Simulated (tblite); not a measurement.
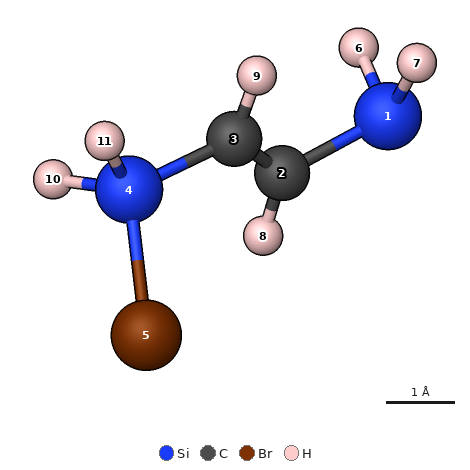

The input geometry (ball-and-stick view, seen at a tilt; atoms are numbered from 1 in the order of the input).

## Geometry relaxation of C₂H₆BrSi₂ (part 1 of 3)

C₂H₆BrSi₂, multiplicity 2, computed with GFN2-xTB geometry optimisation, gas phase (tblite 0.8.0).

It belongs to a series of runs on one base structure; here: H removed from Si.

## The program's output
```
step      E/eV     max force
  0    -403.19871    2.829
  1    -403.26404    1.928
  2    -403.31342    0.686
  3    -403.34973    0.525
  4    -403.38086    0.838
  5    -403.42498    0.812
  6    -403.44491    0.450
  7    -403.45338    0.235
  8    -403.46112    0.311
  9    -403.47133    0.356
 10    -403.48556    0.412
 11    -403.50227    0.396
 12    -403.52230    0.476
 13    -403.54602    0.517
 14    -403.57643    0.492
 15    -403.61698    0.500
 16    -403.64848    0.505
 17    -403.63137    0.911
 18    -403.67469    0.337
 19    -403.68440    0.354
 20    -403.71236    0.259
 21    -403.72062    0.234
 22    -403.73420    0.252
 23    -403.74065    0.273
 24    -403.75619    0.397
 25    -403.76920    0.411
 26    -403.78186    0.300
 27    -403.79084    0.254
 28    -403.79935    0.252
 29    -403.80896    0.345
 30    -403.81574    0.337
 31    -403.82013    0.355
 32    -403.82523    0.206
 33    -403.82949    0.148
 34    -403.83269    0.158
 35    -403.83609    0.176
 36    -403.83842    0.108
 37    -403.83976    0.099
 38    -403.84090    0.103
 39    -403.84192    0.071
 40    -403.84255    0.078
 41    -403.84297    0.062
 42    -403.84342    0.064
 43    -403.84412    0.100
 44    -403.84492    0.096
 45    -403.84549    0.048
 46    -403.84574    0.045
 47    -403.84589    0.037
 48    -403.84603    0.038
 49    -403.84614    0.027
 50    -403.84620    0.017
 51    -403.84623    0.016
 52    -403.84627    0.016
 53    -403.84630    0.016
 54    -403.84634    0.017
 55    -403.84639    0.022
 56    -403.84645    0.025
 57    -403.84649    0.019
 58    -403.84652    0.012
 59    -403.84654    0.012
 60    -403.84657    0.018
 61    -403.84660    0.027
 62    -403.84666    0.031
 63    -403.84673    0.027
 64    -403.84680    0.028
 65    -403.84686    0.022
 66    -403.84692    0.019
 67    -403.84697    0.021
 68    -403.84703    0.031
 69    -403.84714    0.043
 70    -403.84732    0.048
 71    -403.84757    0.049
 72    -403.84783    0.041
 73    -403.84805    0.043
 74    -403.84827    0.059
 75    -403.84867    0.076
 76    -403.84928    0.085
 77    -403.84995    0.077
 78    -403.85020    0.080
 79    -403.85052    0.103
 80    -403.85086    0.060
 81    -403.85109    0.058
 82    -403.85169    0.083
 83    -403.85276    0.139
 84    -403.85406    0.128
 85    -403.85511    0.140
 86    -403.85552    0.101
 87    -403.85653    0.053
 88    -403.85721    0.072
 89    -403.85814    0.108
 90    -403.85902    0.106
 91    -403.86049    0.108
 92    -403.86153    0.116
 93    -403.86436    0.112
 94    -403.86570    0.235
 95    -403.86925    0.106
 96    -403.87063    0.151
 97    -403.87265    0.157
 98    -403.87525    0.131
 99    -403.87718    0.100
100    -403.87820    0.185
101    -403.88115    0.279
102    -403.88336    0.167
103    -403.88656    0.104
104    -403.88867    0.121
105    -403.89096    0.110
106    -403.89177    0.063
107    -403.89218    0.117
108    -403.89261    0.050
109    -403.89301    0.042
110    -403.89322    0.062
111    -403.89333    0.029
112    -403.89343    0.024
113    -403.89364    0.028
114    -403.89376    0.034
115    -403.89393    0.039
116    -403.89408    0.045
117    -403.89422    0.024
118    -403.89431    0.016
119    -403.89435    0.017
120    -403.89439    0.015
121    -403.89442    0.014
122    -403.89446    0.015
123    -403.89452    0.021
124    -403.89459    0.020
125    -403.89465    0.018
126    -403.89469    0.015
127    -403.89472    0.015
128    -403.89475    0.014
129    -403.89478    0.015
130    -403.89481    0.014
131    -403.89484    0.016
132    -403.89487    0.009
```

## Trajectory as extended XYZ (Å, eV, eV/Å), 43 of the 133 frames kept, from step=0 to step=132
```
11
Properties=species:S:1:pos:R:3:forces:R:3 step=0 energy=-403.19871
Si    2.5424   -0.2219    0.5021   -0.0670   0.7590  -0.8040
C     0.6900   -0.4888    0.4971    1.6260  -1.6700   1.6030
C    -0.0795    0.2747   -0.2126   -0.7380   1.6310  -1.1780
Si   -1.9132    0.0958   -0.2875   -0.9220   0.1540  -0.4670
Br   -2.8620    0.0774    1.7581    0.2410  -0.0900  -0.4700
H     3.0379   -0.9396   -0.6777    0.2530  -0.2600   0.2360
H     2.6978    1.2237    0.1409    0.1810  -0.3480   0.3400
H     0.2880   -1.2907    1.1159   -0.1550   0.1360  -0.1680
H     0.3790    1.0779   -0.8143   -0.3020  -0.3970   0.3040
H    -2.3466   -1.0789   -1.0641    0.0370   0.0430   0.4190
H    -2.4282    1.2731   -0.9839   -0.1540   0.0420   0.1860
11
Properties=species:S:1:pos:R:3:forces:R:3 step=3 energy=-403.34973
Si    2.5412   -0.1903    0.4615   -0.0560  -0.0260  -0.2860
C     0.7116   -0.5053    0.5142    0.1350  -0.3320   0.2800
C    -0.0801    0.2834   -0.2057   -0.4390   0.2610  -0.1230
Si   -1.9408    0.1054   -0.3080    0.1940   0.1250  -0.1210
Br   -2.8503    0.0719    1.7341    0.0920  -0.0800  -0.2260
H     3.0554   -0.9563   -0.6650    0.3090  -0.2750   0.0930
H     2.7104    1.2167    0.1570    0.2420   0.3530   0.0910
H     0.2762   -1.2951    1.1160    0.0000   0.0220  -0.0460
H     0.3714    1.0718   -0.8089   -0.1320  -0.1570   0.1560
H    -2.3477   -1.0822   -1.0435   -0.0780  -0.1580   0.1900
H    -2.4421    1.2826   -0.9777   -0.2660   0.2670  -0.0090
11
Properties=species:S:1:pos:R:3:forces:R:3 step=6 energy=-403.44491
Si    2.5289   -0.1588    0.3733   -0.1510  -0.1820   0.1370
C     0.7143   -0.5209    0.5230   -0.0550  -0.1320  -0.0510
C    -0.1032    0.2820   -0.1705   -0.1880   0.2600  -0.3160
Si   -1.9489    0.1362   -0.3532    0.0510   0.0140  -0.0210
Br   -2.8263    0.0527    1.6785   -0.1420  -0.0470   0.2100
H     3.1261   -1.0189   -0.6344    0.2170  -0.0970   0.0890
H     2.7640    1.2625    0.1889    0.1530   0.1290  -0.0630
H     0.2616   -1.3082    1.1183    0.2500   0.0180  -0.0180
H     0.3489    1.0533   -0.7870   -0.0120   0.0280   0.0630
H    -2.3610   -1.1088   -0.9912   -0.0410   0.0090  -0.0040
H    -2.4991    1.3316   -0.9717   -0.0810  -0.0010  -0.0280
11
Properties=species:S:1:pos:R:3:forces:R:3 step=9 energy=-403.47133
Si    2.5116   -0.1658    0.3656    0.1020   0.1800  -0.1170
C     0.7022   -0.5256    0.5040   -0.0270   0.2110  -0.2740
C    -0.1202    0.2956   -0.1853    0.1520  -0.2200   0.1660
Si   -1.9547    0.1450   -0.3614   -0.2740   0.0020   0.1440
Br   -2.8380    0.0424    1.6892   -0.0390  -0.0210  -0.0100
H     3.1690   -1.0424   -0.6094    0.0750   0.0580   0.2860
H     2.7946    1.2760    0.1887    0.0440  -0.3530  -0.0160
H     0.2865   -1.3126    1.1173    0.0070  -0.0490  -0.0550
H     0.3464    1.0619   -0.7811    0.0410   0.2080  -0.1240
H    -2.3694   -1.1122   -0.9800   -0.0300   0.0600  -0.0070
H    -2.5225    1.3404   -0.9735   -0.0500  -0.0740   0.0070
11
Properties=species:S:1:pos:R:3:forces:R:3 step=13 energy=-403.54602
Si    2.4917   -0.1534    0.3034    0.1000  -0.2720  -0.0750
C     0.6927   -0.5193    0.4059    0.2630  -0.0030   0.1950
C    -0.1650    0.3235   -0.2238   -0.0660   0.1510   0.0000
Si   -2.0253    0.1723   -0.3408    0.3840  -0.0550   0.0540
Br   -2.8883    0.0041    1.7184   -0.0080   0.0450  -0.0400
H     3.3307   -1.1008   -0.4312   -0.0300   0.0360   0.2700
H     2.9108    1.2279    0.1781    0.0730   0.1560  -0.0940
H     0.3646   -1.3226    1.0682   -0.2320   0.1350  -0.4420
H     0.3220    1.1277   -0.7843   -0.4010  -0.1750   0.0380
H    -2.4101   -1.1036   -0.9458   -0.0610   0.0880  -0.0130
H    -2.6186    1.3470   -0.9742   -0.0220  -0.1060   0.1080
11
Properties=species:S:1:pos:R:3:forces:R:3 step=16 energy=-403.64848
Si    2.5209   -0.1668    0.1759   -0.2170  -0.0970   0.1360
C     0.7318   -0.4804    0.3000   -0.1410   0.0490   0.1060
C    -0.2063    0.3572   -0.2366   -0.0050   0.2790  -0.1350
Si   -2.0612    0.1935   -0.2933    0.2080  -0.1000  -0.2690
Br   -2.9494   -0.0336    1.7343   -0.0370   0.0750   0.2190
H     3.5226   -1.1557   -0.1098    0.1410  -0.3900   0.0720
H     3.0724    1.1566    0.1474    0.0700   0.4830  -0.1280
H     0.3957   -1.3157    0.8996   -0.0690  -0.2210  -0.1290
H     0.2017    1.1928   -0.7956   -0.1480   0.1030  -0.0470
H    -2.4770   -1.0679   -0.9041   -0.0040  -0.0310  -0.0680
H    -2.7457    1.3228   -0.9438    0.2040  -0.1500   0.2430
11
Properties=species:S:1:pos:R:3:forces:R:3 step=19 energy=-403.68440
Si    2.5328   -0.1813    0.1581   -0.1540   0.2540   0.1000
C     0.7349   -0.4621    0.2784   -0.0030  -0.0020   0.0420
C    -0.2111    0.3761   -0.2463    0.0100   0.0890  -0.0370
Si   -2.0564    0.1871   -0.2856   -0.0320  -0.1430  -0.0150
Br   -2.9680   -0.0351    1.7536    0.0850   0.0760   0.0100
H     3.5598   -1.1751   -0.0208    0.0430  -0.3390   0.0930
H     3.1072    1.1526    0.1267   -0.0890   0.1190  -0.1230
H     0.3963   -1.3229    0.8420   -0.0470  -0.1580  -0.0930
H     0.1623    1.2192   -0.8056    0.0360   0.2400  -0.0740
H    -2.4933   -1.0571   -0.9050    0.0070  -0.1510  -0.0670
H    -2.7591    1.3013   -0.9215    0.1460   0.0160   0.1630
11
Properties=species:S:1:pos:R:3:forces:R:3 step=22 energy=-403.73420
Si    2.5364   -0.1661    0.1873    0.0020  -0.0420   0.0360
C     0.7357   -0.4435    0.2810   -0.0060   0.0350  -0.2340
C    -0.1979    0.4048   -0.2594   -0.0610  -0.0790   0.0030
Si   -2.0358    0.1381   -0.2755   -0.0380   0.0620  -0.0690
Br   -2.9537   -0.0093    1.7704    0.1270  -0.0360  -0.0490
H     3.5329   -1.2250    0.0483   -0.1850   0.0610   0.1430
H     3.0853    1.1772    0.0749   -0.0470  -0.0270  -0.0890
H     0.3725   -1.3478    0.7691    0.0740   0.1220  -0.0690
H     0.1389    1.2732   -0.8218    0.0670  -0.0930   0.2240
H    -2.4954   -1.0824   -0.9339    0.0610  -0.0890   0.0840
H    -2.7134    1.2834   -0.8664    0.0040   0.0860   0.0200
11
Properties=species:S:1:pos:R:3:forces:R:3 step=25 energy=-403.76920
Si    2.5357   -0.1542    0.2010    0.1830  -0.1520  -0.0330
C     0.7403   -0.4311    0.2201   -0.0790  -0.0370  -0.0340
C    -0.2104    0.4164   -0.2760    0.0270  -0.0470  -0.0210
Si   -2.0416    0.1155   -0.2745   -0.0300   0.1320  -0.3880
Br   -2.9178   -0.0052    1.7701    0.0180  -0.0970   0.1890
H     3.4977   -1.2618    0.1697   -0.2330   0.2320   0.1110
H     3.0787    1.1796    0.0129    0.0250  -0.0190  -0.0700
H     0.3834   -1.3403    0.6860    0.0120  -0.1630   0.0330
H     0.1316    1.3087   -0.7841   -0.0280   0.0860   0.0590
H    -2.4911   -1.1258   -0.9284    0.1040   0.1630   0.1740
H    -2.7013    1.3008   -0.8227    0.0000  -0.0980  -0.0190
11
Properties=species:S:1:pos:R:3:forces:R:3 step=28 energy=-403.79935
Si    2.5503   -0.1628    0.1851   -0.1290   0.0610  -0.0650
C     0.7491   -0.4214    0.1370   -0.0200  -0.1540   0.1980
C    -0.2252    0.4284   -0.3019    0.1160   0.0640  -0.0680
Si   -2.0554    0.1188   -0.2942    0.1270   0.0470   0.1760
Br   -2.8947   -0.0247    1.7933    0.1060  -0.0610  -0.0430
H     3.4787   -1.2707    0.3597   -0.1070   0.1020   0.0430
H     3.1114    1.1544   -0.0588    0.0470  -0.0370  -0.0490
H     0.4066   -1.3488    0.5804   -0.0130  -0.2020  -0.0270
H     0.0984    1.3617   -0.7411   -0.0120   0.1240  -0.0190
H    -2.4886   -1.1366   -0.8948    0.0050  -0.0150  -0.0030
H    -2.7250    1.3044   -0.7907   -0.1200   0.0710  -0.1430
11
Properties=species:S:1:pos:R:3:forces:R:3 step=31 energy=-403.82013
Si    2.5415   -0.1588    0.1621   -0.2800   0.2120  -0.0540
C     0.7479   -0.4394    0.1087   -0.0670   0.0720   0.0410
C    -0.2107    0.4369   -0.3224   -0.1760   0.0670   0.0250
Si   -2.0437    0.1386   -0.3058   -0.0160   0.0000   0.2060
Br   -2.8431   -0.0536    1.8024    0.1070   0.0130  -0.0760
H     3.4164   -1.2460    0.4991    0.2120  -0.2080   0.0910
H     3.1329    1.1331   -0.1240    0.0310   0.0120  -0.0460
H     0.4128   -1.3966    0.5045   -0.0330   0.0430  -0.1070
H     0.0792    1.4137   -0.6993    0.1860  -0.1420   0.0460
H    -2.4725   -1.1429   -0.8580    0.0150   0.0520  -0.0790
H    -2.7553    1.3177   -0.7934    0.0220  -0.1220  -0.0460
11
Properties=species:S:1:pos:R:3:forces:R:3 step=35 energy=-403.83609
Si    2.5237   -0.1518    0.1632    0.1050  -0.0440   0.0290
C     0.7344   -0.4313    0.0985   -0.0210  -0.0040  -0.0250
C    -0.2211    0.4498   -0.3267    0.0450  -0.0080   0.1020
Si   -2.0437    0.1375   -0.2809   -0.0520  -0.0100  -0.1680
Br   -2.8141   -0.0593    1.8103    0.0150  -0.0100   0.1430
H     3.4003   -1.2400    0.5650   -0.0250   0.0740  -0.0140
H     3.1422    1.1197   -0.1627   -0.0030  -0.0070  -0.0220
H     0.4091   -1.4058    0.4509   -0.0940   0.0020  -0.0050
H     0.0977    1.4211   -0.6830    0.0480   0.0000   0.0020
H    -2.4648   -1.1347   -0.8640    0.0240   0.0370  -0.0190
H    -2.7583    1.2974   -0.7966   -0.0410  -0.0290  -0.0230
11
Properties=species:S:1:pos:R:3:forces:R:3 step=38 energy=-403.84090
Si    2.5193   -0.1497    0.1603   -0.0100  -0.0180   0.0130
C     0.7293   -0.4357    0.0898    0.0250  -0.0230  -0.0260
C    -0.2212    0.4560   -0.3203    0.0230   0.0310   0.0300
Si   -2.0446    0.1441   -0.2888    0.0120   0.0010   0.0520
Br   -2.7843   -0.0695    1.8257    0.0370   0.0190  -0.0060
H     3.3782   -1.2239    0.6134    0.0600  -0.0140   0.0090
H     3.1478    1.1096   -0.1929   -0.0190  -0.0050  -0.0120
H     0.3961   -1.4166    0.4168   -0.0460   0.0150   0.0260
H     0.1107    1.4274   -0.6629    0.0050   0.0340   0.0060
H    -2.4537   -1.1292   -0.8609   -0.0210  -0.0720  -0.0710
H    -2.7721    1.2903   -0.8061   -0.0670   0.0310  -0.0190
11
Properties=species:S:1:pos:R:3:forces:R:3 step=41 energy=-403.84297
Si    2.5215   -0.1544    0.1616   -0.0270  -0.0150   0.0040
C     0.7301   -0.4372    0.0851   -0.0180   0.0060   0.0060
C    -0.2199    0.4622   -0.3120   -0.0090   0.0060  -0.0240
Si   -2.0461    0.1440   -0.2868    0.0130   0.0020  -0.0190
Br   -2.7763   -0.0685    1.8329    0.0390   0.0120  -0.0470
H     3.3873   -1.2204    0.6239    0.0360  -0.0060   0.0000
H     3.1486    1.1047   -0.1997   -0.0310  -0.0230  -0.0060
H     0.3846   -1.4140    0.4115    0.0040   0.0000   0.0300
H     0.1151    1.4310   -0.6605   -0.0160   0.0260   0.0250
H    -2.4547   -1.1312   -0.8717    0.0170   0.0300   0.0040
H    -2.7848    1.2866   -0.8104   -0.0080  -0.0370   0.0270
11
Properties=species:S:1:pos:R:3:forces:R:3 step=44 energy=-403.84492
Si    2.5155   -0.1610    0.1669    0.0320  -0.0160   0.0050
C     0.7240   -0.4396    0.0892   -0.0040   0.0170   0.0380
C    -0.2187    0.4682   -0.3081    0.0040  -0.0180  -0.0300
Si   -2.0431    0.1442   -0.2905   -0.0010  -0.0010  -0.0960
Br   -2.7578   -0.0632    1.8262   -0.0030  -0.0140   0.0420
H     3.4016   -1.2191    0.6151   -0.0100   0.0120  -0.0070
H     3.1362    1.0998   -0.2025   -0.0350  -0.0270  -0.0050
H     0.3729   -1.4119    0.4252    0.0010   0.0190  -0.0050
H     0.1211    1.4371   -0.6533   -0.0200  -0.0040   0.0180
H    -2.4502   -1.1299   -0.8835    0.0330   0.0480   0.0280
H    -2.7961    1.2780   -0.8106    0.0010  -0.0150   0.0120
11
Properties=species:S:1:pos:R:3:forces:R:3 step=47 energy=-403.84589
Si    2.5129   -0.1648    0.1693    0.0030  -0.0100   0.0010
C     0.7211   -0.4401    0.0909    0.0130   0.0050   0.0340
C    -0.2171    0.4702   -0.3098   -0.0090   0.0070  -0.0260
Si   -2.0402    0.1460   -0.3000   -0.0010   0.0110   0.0280
Br   -2.7414   -0.0638    1.8261   -0.0010  -0.0130   0.0030
H     3.4008   -1.2164    0.6229    0.0090  -0.0150   0.0050
H     3.1266    1.0940   -0.2119   -0.0130   0.0030  -0.0090
H     0.3664   -1.4120    0.4241    0.0010   0.0180  -0.0110
H     0.1225    1.4432   -0.6426    0.0010  -0.0090  -0.0010
H    -2.4426   -1.1280   -0.8852    0.0090  -0.0200  -0.0100
H    -2.8035    1.2743   -0.8099   -0.0120   0.0230  -0.0130
11
Properties=species:S:1:pos:R:3:forces:R:3 step=50 energy=-403.84620
Si    2.5135   -0.1677    0.1712    0.0000   0.0000   0.0000
C     0.7212   -0.4372    0.0946   -0.0050   0.0050  -0.0030
C    -0.2168    0.4706   -0.3131   -0.0010   0.0020   0.0100
Si   -2.0403    0.1469   -0.2998   -0.0090   0.0040   0.0050
Br   -2.7383   -0.0654    1.8278    0.0010  -0.0120  -0.0080
H     3.4028   -1.2179    0.6257    0.0040  -0.0090   0.0030
H     3.1215    1.0919   -0.2157   -0.0010   0.0060  -0.0060
H     0.3647   -1.4093    0.4223   -0.0050  -0.0080   0.0090
H     0.1225    1.4447   -0.6411    0.0060   0.0060  -0.0150
H    -2.4392   -1.1287   -0.8876    0.0100   0.0030   0.0050
H    -2.8062    1.2749   -0.8103    0.0020   0.0020   0.0000
11
Properties=species:S:1:pos:R:3:forces:R:3 step=53 energy=-403.84630
Si    2.5131   -0.1684    0.1718   -0.0040   0.0040   0.0000
C     0.7198   -0.4369    0.0997   -0.0010   0.0000  -0.0090
C    -0.2171    0.4708   -0.3115    0.0070   0.0020   0.0090
Si   -2.0413    0.1483   -0.2999    0.0110   0.0010  -0.0120
Br   -2.7386   -0.0670    1.8257   -0.0070  -0.0120   0.0080
H     3.4066   -1.2200    0.6164   -0.0060  -0.0010   0.0020
H     3.1185    1.0939   -0.2131   -0.0060  -0.0070  -0.0040
H     0.3628   -1.4084    0.4301   -0.0020   0.0080   0.0060
H     0.1250    1.4427   -0.6444   -0.0040  -0.0020  -0.0090
H    -2.4368   -1.1282   -0.8886    0.0070   0.0080   0.0040
H    -2.8067    1.2761   -0.8120    0.0040  -0.0010   0.0030
11
Properties=species:S:1:pos:R:3:forces:R:3 step=57 energy=-403.84649
Si    2.5117   -0.1688    0.1743    0.0010  -0.0060  -0.0020
C     0.7187   -0.4360    0.1025    0.0010  -0.0030   0.0000
C    -0.2158    0.4733   -0.3095   -0.0030   0.0050  -0.0090
Si   -2.0394    0.1507   -0.3002    0.0040   0.0000   0.0190
Br   -2.7390   -0.0750    1.8256    0.0000  -0.0030  -0.0140
H     3.4053   -1.2231    0.6126   -0.0030   0.0050   0.0030
H     3.1115    1.0935   -0.2166    0.0080   0.0000  -0.0040
H     0.3597   -1.4052    0.4374   -0.0040   0.0090   0.0070
H     0.1273    1.4419   -0.6508    0.0030  -0.0020   0.0030
H    -2.4293   -1.1264   -0.8888   -0.0040  -0.0070  -0.0090
H    -2.8052    1.2777   -0.8124   -0.0020   0.0010   0.0070
11
Properties=species:S:1:pos:R:3:forces:R:3 step=60 energy=-403.84657
Si    2.5116   -0.1702    0.1747    0.0070  -0.0010  -0.0050
C     0.7187   -0.4352    0.1008   -0.0040   0.0050   0.0070
C    -0.2154    0.4753   -0.3103    0.0000  -0.0050  -0.0030
Si   -2.0384    0.1511   -0.2980   -0.0070  -0.0060  -0.0150
Br   -2.7385   -0.0784    1.8253   -0.0030  -0.0040   0.0030
H     3.4049   -1.2229    0.6178   -0.0060   0.0060   0.0010
H     3.1109    1.0910   -0.2208    0.0110  -0.0010  -0.0030
H     0.3579   -1.4028    0.4374   -0.0050  -0.0010   0.0070
H     0.1273    1.4436   -0.6519    0.0060   0.0030   0.0000
H    -2.4273   -1.1257   -0.8902    0.0000   0.0030  -0.0020
H    -2.8061    1.2769   -0.8107    0.0010   0.0000   0.0110
11
Properties=species:S:1:pos:R:3:forces:R:3 step=63 energy=-403.84673
Si    2.5124   -0.1727    0.1712   -0.0180   0.0170  -0.0080
C     0.7179   -0.4330    0.1016   -0.0010   0.0080   0.0110
C    -0.2148    0.4778   -0.3124    0.0030  -0.0010   0.0080
Si   -2.0380    0.1527   -0.2972    0.0080  -0.0060  -0.0250
Br   -2.7396   -0.0894    1.8229   -0.0020  -0.0020   0.0190
H     3.4033   -1.2215    0.6261    0.0010  -0.0040   0.0020
H     3.1144    1.0868   -0.2285    0.0030  -0.0140  -0.0010
H     0.3527   -1.3976    0.4430    0.0120   0.0000   0.0020
H     0.1291    1.4453   -0.6552    0.0010  -0.0020  -0.0050
H    -2.4230   -1.1235   -0.8921   -0.0040  -0.0040  -0.0120
H    -2.8090    1.2777   -0.8053   -0.0010   0.0070   0.0070
```
